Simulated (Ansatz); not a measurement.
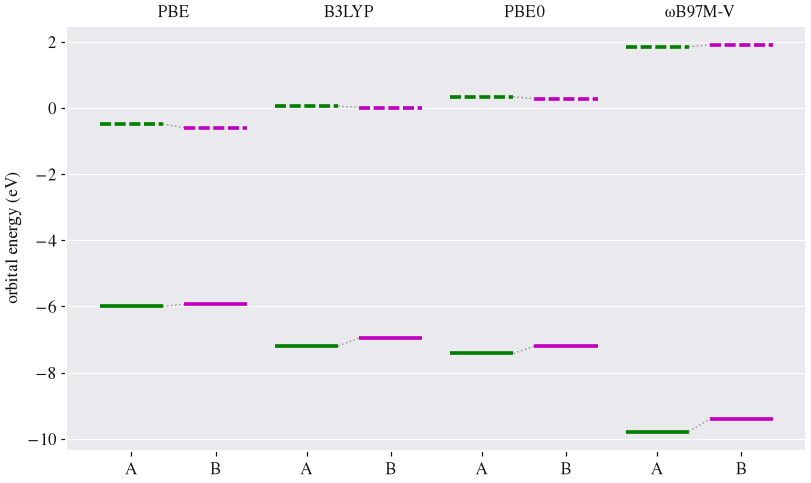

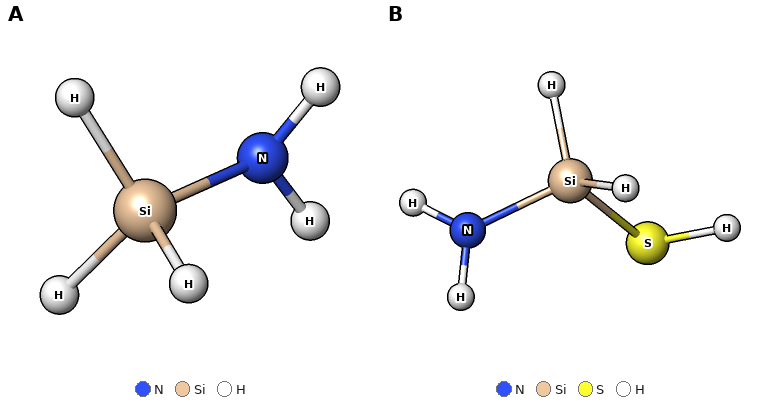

One change: A, SiNH₅ (SMILES N[SiH3]), becomes B, SiNH₅S (SMILES N[SiH2]S). H on Si is replaced by SH. HOMO (solid) and LUMO (dashed) computed in def2-TZVPP at PBE0-D4/def2-TZVP geometries, both minima by their frequencies, gas phase, the Ansatz code. Empty levels above zero depend strongly on the basis.

What does the change do to HOMO and LUMO?

Answer. PBE: the HOMO rises by 0.06 eV, the LUMO falls by 0.11 eV, and the separation goes from 5.51 to 5.34 eV. B3LYP: the HOMO rises by 0.24 eV, the LUMO falls by 0.04 eV, and the separation goes from 7.25 to 6.96 eV. PBE0: the HOMO rises by 0.23 eV, the LUMO falls by 0.06 eV, and the separation goes from 7.76 to 7.47 eV. ωB97M-V: the HOMO rises by 0.38 eV, the LUMO rises by 0.05 eV, and the separation goes from 11.63 to 11.31 eV.

Do the functionals agree on the effect?

Answer. Not on every direction; the HOMO shift lies between 0.06 and 0.38 eV and the LUMO shift between −0.11 and 0.05 eV, while the separations themselves differ by up to 6.1 eV between functionals.
